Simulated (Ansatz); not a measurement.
# Rh(111) with 4 thermally displaced layers, 2x2: scattering by thermal displacements

Aim: the resistivity of Rh at 500 K from frozen thermal displacements between perfect leads.

Main program and level: Ansatz 0.2.0; Ansatz plane-wave DFT, PBE, PAW files; ballistic transport by layer matching (Landauer), zero bias; PAW set soft_1.

### Step 1. Starting point

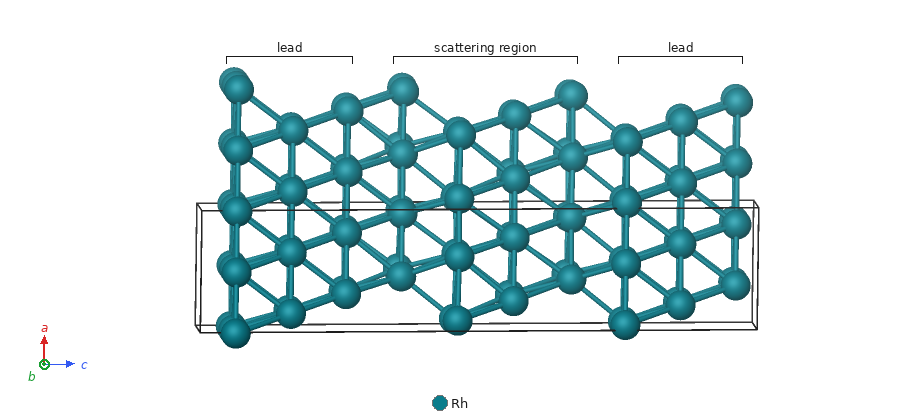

The starting structure, seen from the side, with the c axis across the page (rhodium blue). 2×1×1 cells are drawn. Some periodic images of atoms are drawn too.

The cell holds 40 atoms: 40 Rh. Its edges and angles: a = 5.378 Å, b = 5.378 Å, c = 22.012 Å, α = 93.5°, β = 86.5°, γ = 120.0°. It derives from Rh. Regions: lead, 24 atoms (24 Rh); scattering region, 16 atoms (16 Rh). The structure is stacked along c, and the current runs across the ab planes.

### Step 2. With 4 displaced layers

Each atom of 4 layers is moved at random, by amounts drawn from a normal law 0.0561 Å wide in each direction from the Debye model (480 K) at 500 K. The layers about the cell's end stay perfect and serve as the lead. Disorder leaves little or no symmetry, which makes such runs dear. Energies from -0.05 to 0.05 eV in steps of 0.05 eV are too few for the program's thermal sum, so it prints no conductance; for a metal the transmission near the Fermi level serves, at a fraction of the cost.

input.yaml reads:

```yaml
crystal:
  lattice:
    - [5.3783955991, 0.0, 0.0]
    - [-2.6891977995, 4.6578272204, 0.0]
    - [1.3445988998, -0.7763045367, 21.9572080876]
  atoms:
    - { symbol: Rh, position: [0.9916666667, 0.0083333333, 0.05] }
    - { symbol: Rh, position: [0.9916666667, 0.5083333333, 0.05] }
    - { symbol: Rh, position: [0.4916666667, 0.0083333333, 0.05] }
    - { symbol: Rh, position: [0.4916666667, 0.5083333333, 0.05] }
    - { symbol: Rh, position: [0.1416666667, 0.3583333333, 0.15] }
    - { symbol: Rh, position: [0.1416666667, 0.8583333333, 0.15] }
    - { symbol: Rh, position: [0.6416666667, 0.3583333333, 0.15] }
    - { symbol: Rh, position: [0.6416666667, 0.8583333333, 0.15] }
    - { symbol: Rh, position: [0.2916666667, 0.2083333333, 0.25] }
    - { symbol: Rh, position: [0.2916666667, 0.7083333333, 0.25] }
    - { symbol: Rh, position: [0.7916666667, 0.2083333333, 0.25] }
    - { symbol: Rh, position: [0.7916666667, 0.7083333333, 0.25] }
    - { symbol: Rh, position: [0.9419098334, 0.0570150264, 0.3516361537] }
    - { symbol: Rh, position: [0.9393811457, 0.5520359898, 0.3509238041] }
    - { symbol: Rh, position: [0.4612700233, 0.0694398111, 0.3482020951] }
    - { symbol: Rh, position: [0.4246976112, 0.550844551, 0.3501055797] }
    - { symbol: Rh, position: [0.066629742, 0.4051678159, 0.446816943] }
    - { symbol: Rh, position: [0.0808864635, 0.9016438931, 0.4491919154] }
    - { symbol: Rh, position: [0.6022924107, 0.4208340678, 0.4496716193] }
    - { symbol: Rh, position: [0.6017635031, 0.9004717633, 0.450898039] }
    - { symbol: Rh, position: [0.2519725048, 0.259148984, 0.5481005059] }
    - { symbol: Rh, position: [0.229203067, 0.7529144914, 0.5505625552] }
    - { symbol: Rh, position: [0.7299446098, 0.2557463383, 0.5495932115] }
    - { symbol: Rh, position: [0.7484489544, 0.7610698891, 0.5509079073] }
    - { symbol: Rh, position: [0.8837329586, 0.1071061543, 0.6520029029] }
    - { symbol: Rh, position: [0.899016683, 0.5938144616, 0.653867777] }
    - { symbol: Rh, position: [0.4102963055, 0.1178556287, 0.650675632] }
    - { symbol: Rh, position: [0.3963375962, 0.6267276212, 0.6550080738] }
    - { symbol: Rh, position: [0.0416666667, 0.4583333333, 0.75] }
    - { symbol: Rh, position: [0.0416666667, 0.9583333333, 0.75] }
    - { symbol: Rh, position: [0.5416666667, 0.4583333333, 0.75] }
    - { symbol: Rh, position: [0.5416666667, 0.9583333333, 0.75] }
    - { symbol: Rh, position: [0.1916666667, 0.3083333333, 0.85] }
    - { symbol: Rh, position: [0.1916666667, 0.8083333333, 0.85] }
    - { symbol: Rh, position: [0.6916666667, 0.3083333333, 0.85] }
    - { symbol: Rh, position: [0.6916666667, 0.8083333333, 0.85] }
    - { symbol: Rh, position: [0.8416666667, 0.1583333333, 0.95] }
    - { symbol: Rh, position: [0.8416666667, 0.6583333333, 0.95] }
    - { symbol: Rh, position: [0.3416666667, 0.1583333333, 0.95] }
    - { symbol: Rh, position: [0.3416666667, 0.6583333333, 0.95] }
kpoints:
  mp_grid: { grid: [5, 5, 1] }
hamiltonian:
  xc: pbe
  pseudopotentials: { kind: paw, azcp: { folder: soft_1 } }
scf:
  occupations: { method: fermi_dirac, width: 0.1 }
output:
  transmission:
    leads: [[0, 4]]
    kmesh: [10, 10]
    e_range: [-0.05, 0.05]
    de: 0.05
  write_potential: true
  write_density: true
  volumetric_format: npy
  elf: true
```

Launch:

```
$ ansatz run input.yaml --threads 4 --pin off --max-ram 15360MiB --backend cpu --events-out ev --progress --plain --runs-dir out
```

Numbers of over 12 decimals in the logs are rounded to 6 here.

What it wrote:

```text
Engine: ansatz 0.2.0, aarch64-unknown-linux-gnu
Pseudopotentials: kind: paw
Pseudopotential: Rh, paw, valence charge 17, recommended cutoff 420 eV (normal), soft_1/Rh.paw.azcp
Functional definition: PBE
  parameter kappa = 0.804
  parameter beta = 0.066725
  exchange = pbe_x(kappa = kappa, mu = beta*pi^2/3)
  correlation = pbe_c(beta = beta)
Crystal: 40 atoms, lattice volume = 550.064 Å³
Basis set: ecut = 420 eV, 10671 PW (Γ)
Bands: 408, of which v1, the nominal top of the filled ones, is band 340 counted from 1 (339 counted from 0)
Symmetry: 1 space group operations
Space group: P1 (ITA 1), of the structure as read, at distance tolerance 8.2e-5 Å
k-points: 13 of 25 (time reversal used)
Non-local potential: Rh, projectors of the file, l = 0: 3, l = 1: 2, l = 2: 2, l = 3: 1
PAW form: soft (Blöchl's): semilocal exchange-correlation on the pseudo side does not see the compensation charge
PAW one-centre angular grid: Rh, 590 points (default); XC on 64 Gauss nodes
Initial density: superposition of atomic densities (chi_scale 0.1, normalization cell)
Initial wavefunctions: pseudopotential atomic-orbital guess
Functional: x = pbe(κ = 0.804, μ = 0.219515), c = pbe(β = 0.066725)
SCF iter   1: F=—  HF=-256136.047447 eV  |F-HF|=—  |Δ(HF+E_count)|=         —  Δρ=1.10e-1  dr2=6.15e1  ethr=3.10e-3  ⟨swp⟩=4.5  Hψ=14905  notcnv=0  defer=59
preconditioner: auto → Kerker (q_TF=auto, 2.826 Å⁻¹)  [metal: Δε(μ)=0.007 eV  Ē_g=6.399 eV  σ=0.100 eV  W_gap=0.02  n_scr=228 (ndim 8)  ℏωp=30.0 eV  f_vac=0.000  D(μ)=45.54/eV (n_scr^D=556)]
SCF iter   2: F=—  HF=-256120.924220 eV  |F-HF|=—  |Δ(HF+E_count)|=    1.51e1  Δρ=5.10e-2  dr2=1.28e1  ethr=3.10e-3  ⟨swp⟩=2.1  Hψ=8981  notcnv=0  defer=266
SCF iter   3: F=—  HF=-256117.535345 eV  |F-HF|=—  |Δ(HF+E_count)|=    3.39e0  Δρ=1.02e-2  dr2=2.91e-1  ethr=1.89e-3  ⟨swp⟩=2.0  Hψ=7937  notcnv=0  defer=266
SCF iter   4: F=—  HF=-256117.550239 eV  |F-HF|=—  |Δ(HF+E_count)|=   1.49e-2  Δρ=1.22e-3  dr2=7.57e-3  ethr=4.28e-5  ⟨swp⟩=2.0  Hψ=9618  notcnv=0  defer=266
SCF iter   5: F=—  HF=-256117.551235 eV  |F-HF|=—  |Δ(HF+E_count)|=   9.95e-4  Δρ=2.99e-4  dr2=5.30e-4  ethr=1.11e-6  ⟨swp⟩=2.2  Hψ=7423  notcnv=0  defer=266
SCF iter   6: F=—  HF=-256117.551246 eV  |F-HF|=—  |Δ(HF+E_count)|=   1.09e-5  Δρ=6.28e-5  dr2=4.80e-5  ethr=7.79e-8  ⟨swp⟩=2.0  Hψ=8901  notcnv=0  defer=266
SCF iter   7: F=—  HF=-256117.552265 eV  |F-HF|=—  |Δ(HF+E_count)|=   1.02e-3  Δρ=1.87e-5  dr2=3.75e-6  ethr=7.06e-9  ⟨swp⟩=1.0  Hψ=4997  notcnv=0  defer=266
SCF iter   8: F=—  HF=-256117.552265 eV  |F-HF|=—  |Δ(HF+E_count)|=   9.30e-8  Δρ=3.43e-6  dr2=6.63e-7  ethr=5.51e-10  ⟨swp⟩=2.0  Hψ=8738  notcnv=0  defer=266
SCF iter   9: F=-256117.552265 eV  HF=-256117.552265 eV  |F-HF|=3.09e-8  |Δ(HF+E_count)|=   5.38e-9  Δρ=2.00e-6  dr2=3.94e-8  ethr=1.47e-11  ⟨swp⟩=6.8  Hψ=13701  notcnv=0
SCF 1 converged in 9 iterations: F = -256117.552265 eV  dr2 = 3.94e-8
  greatest PAW one-centre occupation: 1.000 electrons in one spin orbital (limit 2), on the Rh atom at site 28 (counted from 0), in its partial waves of l = 0
transmission: 205 of 2028 steps passed
transmission: 406 of 2028 steps passed
[...]
transmission: 2028 of 2028 steps passed
SCF converged after 9 iterations
Free energy (F): -256117.552265 eV
Harris-Foulkes:  -256117.552265 eV  (|F-HF|=3.09e-8)
Internal energy: -256115.815113 eV  (E = F + TS)
E sigma→0 (E₀):  -256116.683689 eV
Entropy (-TS):   -1.737151 eV (-43.429 meV/atom)
Fermi energy:    22.414566 eV
--- Per-component energies (eV) ---
  E_band       = -3399.827664
  E_kinetic    = 21509.954267
  E_local      = -59072.757500  (includes V_loc(G=0)·N_el)
  E_nonlocal   = 11925.237919
  E_hartree    = 21970.755635
  E_xc         = -8081.070846
  E_vxc        = -10141.950056  (∫ρ·V_xc dr)
  E_paw        = -144134.376656  (= ΣΔE_a)
  E_vpaw       = -11561.856014  (= ΣTr[D̂ρ^β])
  E_aug_tail   = 0.003218  (compensation charges beyond the density's cutoff)
  E_ewald      = -100233.561150
  E_smearing   = -1.737151  (= −TS)
  E_closure    = -0.000000  (closes the sum)
  Σ components = -256117.552265   (vs F -256117.552265, Δ=0.00e0)
--- Band table (eV; the first three rows and the last of 13) ---
  k-point 0: bands = [... 336 lower, 22.9672, 22.9751, 22.9775, 22.9806, 22.9981, 23.0011, 23.0016, 23.0046, ... 64 higher]
  k-point 1: bands = [... 336 lower, 22.5935, 22.6211, 22.6403, 22.6582, 22.6699, 22.6800, 22.7162, 22.7306, ... 64 higher]
  k-point 2: bands = [... 336 lower, 21.8551, 21.8889, 21.9446, 22.0161, 22.0336, 22.0786, 22.1085, 22.1601, ... 64 higher]
  k-point 12: bands = [... 336 lower, 22.3692, 22.3885, 22.4037, 22.4283, 22.4527, 22.4588, 22.4744, 22.5030, ... 64 higher]
--- Transmission ---
  basis      : 211 plane waves across, 39 finite elements along
  points     : 52, standing for a mesh of 10 x 10
  energies   : 3 from -0.050000 to 0.050000 eV about the Fermi level, 0.050000 eV apart; the leads are filled to 0.000000 eV, and channels, transmission and decay are at 0.000000 eV
  crystal 0  : Rh4, at the sites [0, 4], period 2.1957 Å, over 13.17 Å; its Hamiltonian steps by up to 6.2 meV
    offset         : up to 0.0000 Å between an atom of the period and one for which it stands
    channels       : 7.100000e0 a spin
    conductance    : none, the energies end too early or step too widely for 300 K: set another output.transmission.e_range or a lower de, or, where they end at an eighth of basis.ecutwfc, a higher one
  junction   : crystal 0 to crystal 0, 0.70 to 20.46 Å
    transmission   : 6.269467e0 a spin
    conductance    : none, the energies end too early or step too widely for 300 K: set another output.transmission.e_range or a lower de, or, where they end at an eighth of basis.ecutwfc, a higher one
```

Elapsed: 6 min, on 4 threads of Arm Neoverse V2, shared host; peak memory 5 GiB.

This step gave:

```yaml
free_energy: -256117.5523 eV
energy_at_zero_smearing: -256116.6837 eV
fermi_energy: 22.41 eV
cell_area: 25.05 Å²
transmission_per_spin_nearest_the_fermi_level: 6.269
open_channels_per_spin_nearest_the_fermi_level: 7.1
step_of_the_lead_s_potential: 6.2 meV
```

Per spin. Table of transmission, zone mean by energy, zero at the Fermi level:

```csv
energy (eV),"transmission, zone mean"
-0.0500,6.06
0.0000,6.27
0.0500,6.28
```

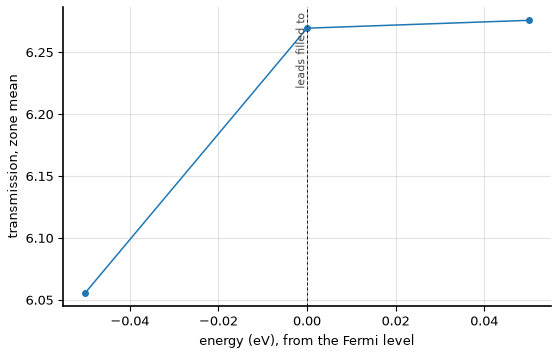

Transmission, zone mean, plotted against energy.

Per spin. Table of open channels, zone mean, lead by energy, zero at the Fermi level:

| energy (eV) | open channels, zone mean, lead |
| --- | --- |
| -0.0500 | 6.72 |
| 0.0000 | 7.1 |
| 0.0500 | 7.08 |

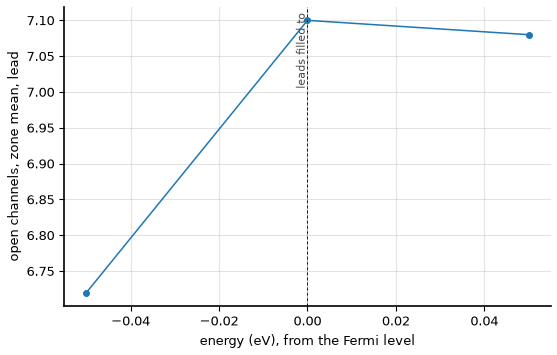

Open channels, zone mean, lead, plotted against energy.

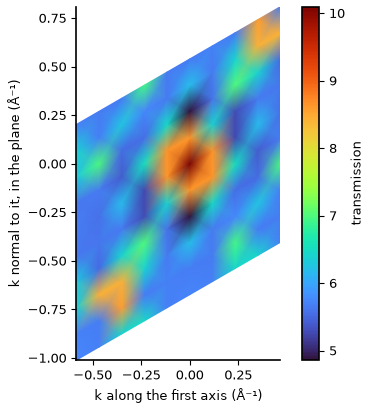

Transmission over k1 and k2. At 0.0000 eV from the Fermi level.

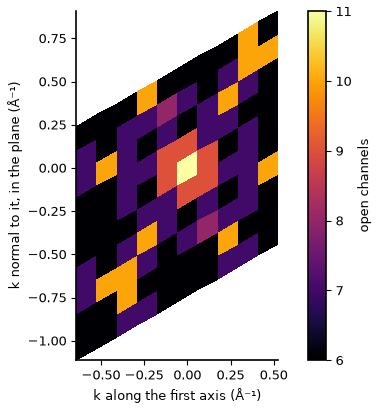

Open channels over k1 and k2. At 0.0000 eV from the Fermi level.

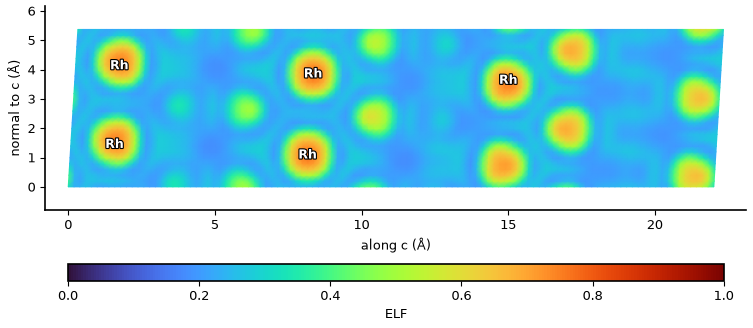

ELF in the ca plane at fractional y = 0.551, with atoms of Rh within 0.2 Å of it. It is the smooth field of the valence electrons, not physical close to the nuclei. The map starts off the cell's origin, so that atoms lie inside it.

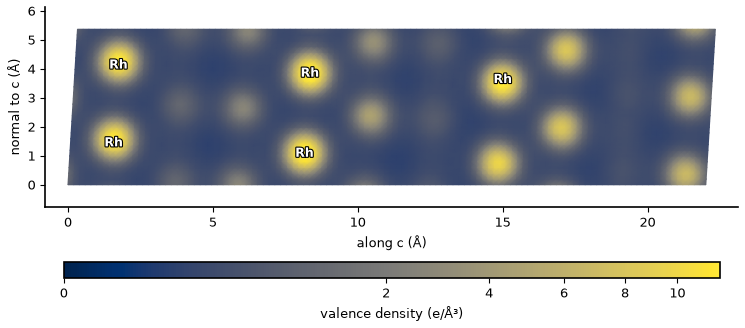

Valence density in the ca plane at fractional y = 0.551, with atoms of Rh within 0.2 Å of it. It is the smooth field of the valence electrons, not physical close to the nuclei. The map starts off the cell's origin, so that atoms lie inside it. The colour scale is stretched toward low values.

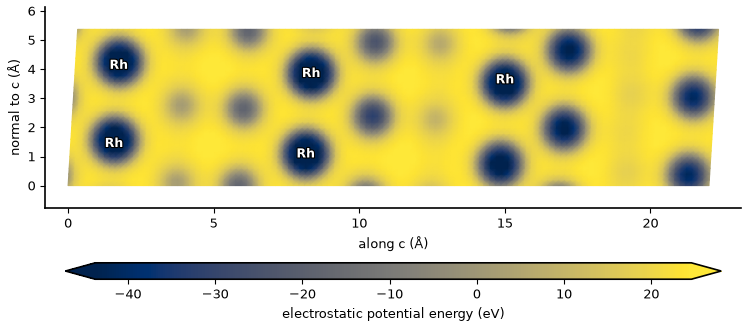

Electrostatic potential energy in the ca plane at fractional y = 0.551, with atoms of Rh within 0.2 Å of it. With pseudopotentials it is smooth inside the atoms' cores, unlike the true potential. The map starts off the cell's origin, so that atoms lie inside it.

Over the solved energies the transmission per spin lies between 6.06 and 6.28, out of 6.97 channels of the lead on average (up to 7.1).

(Continued in part 2 of 2.)

[Logs are printed without paths, hosts, clocks, repeated set-up lines and the standing remarks that a program may print on its own settings, such as how far it seeks lower states.]

[Hosts, paths, dates, database ids (printed as entryN), source tags and the programs' standing remarks are cut or masked in the printed files.]
